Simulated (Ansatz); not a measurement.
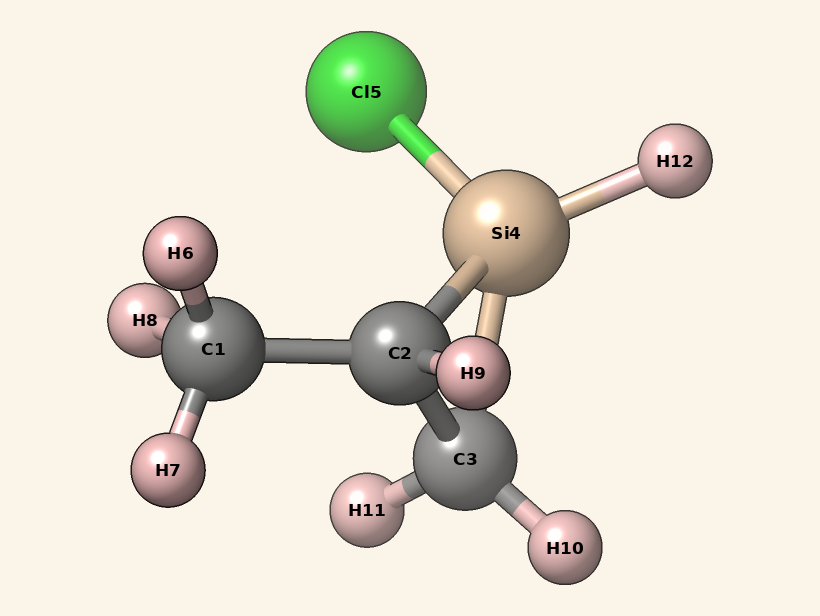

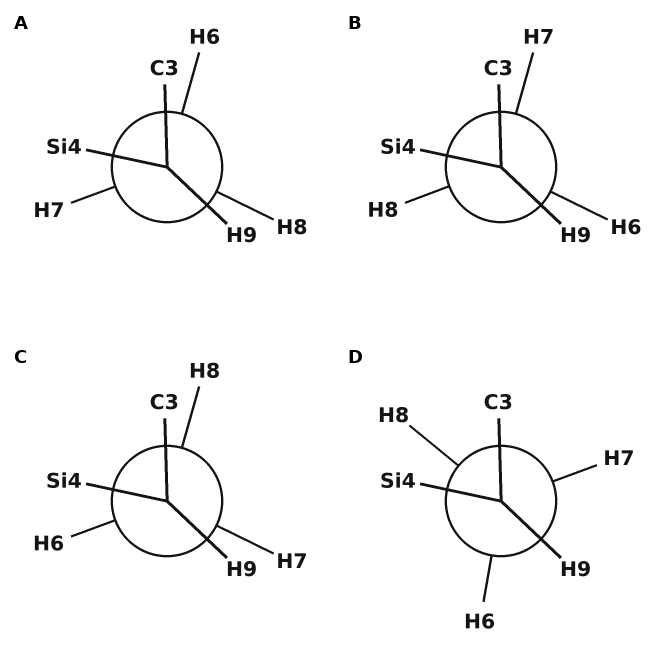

Atoms fade into the background with distance from the viewer. Bonds that would overlap in a projection are set slightly apart. The computed structure is the end point of a PBE0-D4/def2-TZVP optimisation. No frequency run is at hand to confirm it as a minimum.

**Which Newman projection shows the view along C2–C1, with C2 in front?**

D. The torsion angle Si4–C2–C1–H6 is −92°, about perpendicular.
